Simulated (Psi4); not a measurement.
# SiH3Cl (SiClH3): FNO-CISD/def2-TZVP

Aim: the energy difference between two shapes of SiH3Cl (SiClH3) at FNO-CISD/def2-TZVP, from 2 runs. 

The calculation is run with Psi4 1.11.

5 further runs of the same task are left out: 1 that didn't finish, 4 set aside as unsound or not needed.

## (1) The molecule

SiH3Cl has 5 atoms, charge 0, and is taken as a singlet. SMILES: `[H][Si]([H])([H])Cl`. The coordinates come from a GFN2-xTB relaxation.

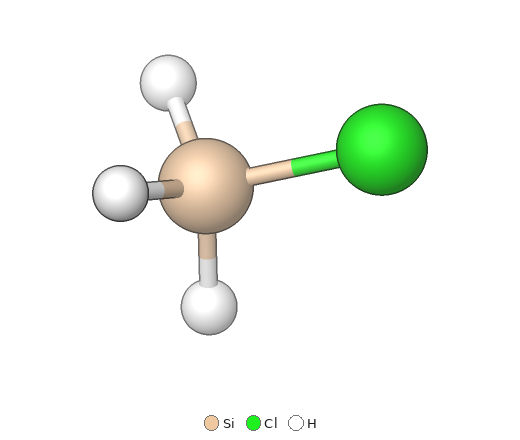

The structure, seen from a chosen angle (silicon light orange, chlorine green, hydrogen white).

## (2) The energy at FNO-CISD/def2-TZVP

job.dat reads:

```
memory 1600 MB

molecule geom {
  Si
  Cl 1 r2
  H 1 r3 2 a3
  H 1 r4 3 a4 2 d4
  H 1 r5 4 a5 3 d5

  r2 = 2.010196
  r3 = 1.458359
  a3 = 108.3209
  r4 = 1.458326
  a4 = 110.77236
  d4 = 118.46061
  r5 = 1.458469
  a5 = 110.72586
  d5 = -123.30291
  no_reorient
  no_com
}

set {
  basis       def2-TZVP
  reference   rhf
  scf_type    pk
  freeze_core true
}

result, w = energy('fno-cisd', return_wfn=True)
```

Started as:

```sh
$ psi4 job.dat job.out -n 1
```

job.out:

```text
[...]
  Running in c1 symmetry.
[...]
  Nuclear repulsion =   88.098845858526971
[...]
  Multiplicity = 1
[...]
  Nalpha       = 17
  Nbeta        = 17
[...]
    Number of basis functions: 92
[...]
   @RHF iter   1:  -750.22048209056959   -3.15162e-01   2.41020e-03 ADIIS/DIIS
[...]
   @RHF iter  10:  -750.24673313942276   -9.20863e-12   4.34388e-09 DIIS
[...]
    Orbital Energies [Eh]
    ---------------------
    Doubly Occupied:
       1A   -104.826970     2A    -68.808112     3A    -10.557845
       4A     -8.024549     5A     -8.023452     6A     -8.023451
       7A     -6.156925     8A     -4.263920     9A     -4.262725
      10A     -4.262724    11A     -1.106409    12A     -0.732824
      13A     -0.535047    14A     -0.534877    15A     -0.534768
      16A     -0.453188    17A     -0.452999
[...]
  @RHF Final Energy:  -750.24673313942276
   => Energetics <=
    Nuclear Repulsion Energy =             88.0988458585269711
    One-Electron Energy =               -1213.5695920919729360
    Two-Electron Energy =                 375.2240130940231779
    Total Energy =                       -750.2467331394227585
[...]
 Multipole Moments:
 ------------------------------------------------------------------------------------
     Multipole            Electronic (a.u.)      Nuclear  (a.u.)        Total (a.u.)
 ------------------------------------------------------------------------------------
 L = 1.  Multiply by 2.5417464519 to convert [e a0] to [Debye]
 Dipole X            :         -0.0032379            0.0021460           -0.0010919
 Dipole Y            :          0.0065598           -0.0043544            0.0022053
 Dipole Z            :          4.6183387           -5.1226838           -0.5043451
 Magnitude           :                                                    0.5043511
[...]
      * MP2 total energy:                   -750.553758139849
[...]
      * SCS-MP2 total energy:                 -750.559558452267
[...]
      * MP2 total energy:                     -750.553758139849
[...]
      * CISD total energy:                    -750.560299266686
[...]
```

It took 7.8 s on 1 thread of INTEL XEON PLATINUM 8581C at 2.30GHz (Emerald Rapids), shared host; peak memory 0.68 GiB.

## (3) The distorted shape, same level

clh3si.xyz reads:

```xyz
5
ClH3Si
Si     0.074904     0.003550    -0.186850
Cl    -0.055971    -0.027177     1.891473
H      1.366356    -0.043687    -0.574091
H     -0.744699     1.279598    -0.562849
H     -0.627380    -1.127335    -0.633847
```

run.py reads:

```python
import psi4

psi4.set_memory(1600000000)
psi4.set_num_threads(1)
psi4.set_output_file('clh3si.out', False)

with open('clh3si.xyz') as f:
    atoms = ''.join(f.readlines()[2:])
mol = psi4.geometry('0 1\n' + atoms + 'no_reorient\nno_com')

options = {'basis': 'def2-TZVP', 'reference': 'rhf', 'scf_type': 'pk', 'freeze_core': True}
psi4.set_options(options)

energy_value, wavefunction = psi4.energy("fno-cisd", molecule=mol, return_wfn=True)
print(f'fno-cisd energy: {energy_value:.10f} Eh')
for k, v in sorted(psi4.core.scalar_variables().items()):
    print(f'{k:45s} {v:18.10f}')
```

Started as:

```sh
$ python run.py
```

clh3si.out:

```text
[...]
  Running in c1 symmetry.
[...]
  Nuclear repulsion =   86.144898926019607
[...]
  Multiplicity = 1
[...]
  Nalpha       = 17
  Nbeta        = 17
[...]
    Number of basis functions: 92
[...]
   @RHF iter   1:  -750.20735048944618   -3.64906e-01   2.47496e-03 DIIS/ADIIS
[...]
   @RHF iter  10:  -750.23527312763315   -1.15961e-11   4.61284e-09 DIIS
[...]
    Orbital Energies [Eh]
    ---------------------
    Doubly Occupied:
       1A   -104.819505     2A    -68.810898     3A    -10.549081
       4A     -8.015709     5A     -8.014773     6A     -8.014766
       7A     -6.160842     8A     -4.267391     9A     -4.267045
      10A     -4.266027    11A     -1.088427    12A     -0.742943
      13A     -0.550478    14A     -0.529886    15A     -0.513898
      16A     -0.453515    17A     -0.443198
[...]
  @RHF Final Energy:  -750.23527312763315
   => Energetics <=
    Nuclear Repulsion Energy =             86.1448989260196072
    One-Electron Energy =               -1209.7435824086378489
    Two-Electron Energy =                 373.3634103549850920
    Total Energy =                       -750.2352731276332634
[...]
 Multipole Moments:
 ------------------------------------------------------------------------------------
     Multipole            Electronic (a.u.)      Nuclear  (a.u.)        Total (a.u.)
 ------------------------------------------------------------------------------------
 L = 1.  Multiply by 2.5417464519 to convert [e a0] to [Debye]
 Dipole X            :          0.0162806            0.1727701            0.1890507
 Dipole Y            :          0.5361030           -0.5739722           -0.0378691
 Dipole Z            :        -53.2114202           52.4745840           -0.7368362
 Magnitude           :                                                    0.7616442
[...]
      * MP2 total energy:                   -750.542197503341
[...]
      * SCS-MP2 total energy:                 -750.548193404192
[...]
      * MP2 total energy:                     -750.542197503341
[...]
      * CISD total energy:                    -750.548831032081
[...]
```

Standard output:

```text
fno-cisd energy: -750.5488310321 Eh
CISD CORRELATION ENERGY                            -0.3135579044
CISD OPPOSITE-SPIN CORRELATION ENERGY              -0.2564638628
CISD SAME-SPIN CORRELATION ENERGY                  -0.0570940402
CISD TOTAL ENERGY                                -750.5488310321
CURRENT CORRELATION ENERGY                         -0.3135579044
CURRENT ENERGY                                   -750.5488310321
CURRENT REFERENCE ENERGY                         -750.2352731276
DD SOLVATION ENERGY                                 0.0000000000
HF KINETIC ENERGY                                 750.3945826518
HF POTENTIAL ENERGY                             -1500.6298557794
HF TOTAL ENERGY                                  -750.2352731276
HF VIRIAL RATIO                                     1.9997876990
MP2 CORRELATION ENERGY                             -0.3069243757
MP2 DOUBLES ENERGY                                 -0.3069243757
MP2 OPPOSITE-SPIN CORRELATION ENERGY               -0.2430140208
MP2 SAME-SPIN CORRELATION ENERGY                   -0.0639103550
MP2 SINGLES ENERGY                                  0.0000000000
MP2 TOTAL ENERGY                                 -750.5421975033
NUCLEAR REPULSION ENERGY                           86.1448989260
ONE-ELECTRON ENERGY                             -1209.7435824086
PCM POLARIZATION ENERGY                             0.0000000000
PE ENERGY                                           0.0000000000
SCF ITERATION ENERGY                             -750.2352731276
SCF ITERATIONS                                     10.0000000000
SCF TOTAL ENERGY                                 -750.2352731276
TWO-ELECTRON ENERGY                               373.3634103550
```

Run time: 8.1 s. Hardware: 1 thread of INTEL XEON PLATINUM 8581C at 2.30GHz (Emerald Rapids), shared host; peak memory 0.68 GiB.

## (4) What came out

At FNO-CISD/def2-TZVP, 10 core orbitals frozen:

| quantity | value |
| --- | --- |
| first shape: total energy | -750.56030 Eh |
| first shape: HOMO energy (Hartree–Fock orbitals) | -12.33 eV |
| first shape: LUMO energy (Hartree–Fock orbitals) | 3.14 eV |
| first shape: HOMO–LUMO gap (Hartree–Fock orbitals) | 15.47 eV |
| first shape: correlation energy (10 core orbitals frozen) | -313.6 mEh |
| distorted shape: total energy | -750.54883 Eh |
| distorted shape: HOMO energy (Hartree–Fock orbitals) | -12.06 eV |
| distorted shape: LUMO energy (Hartree–Fock orbitals) | 2.89 eV |
| distorted shape: HOMO–LUMO gap (Hartree–Fock orbitals) | 14.95 eV |
| distorted shape: correlation energy (10 core orbitals frozen) | -313.6 mEh |
| energy change with the atoms displaced | 0.312 eV |

In words: With the atoms displaced the energy rises by 0.31 eV (30.1 kJ/mol). The first shape isn't relaxed at this level, so the change isn't measured from a minimum.
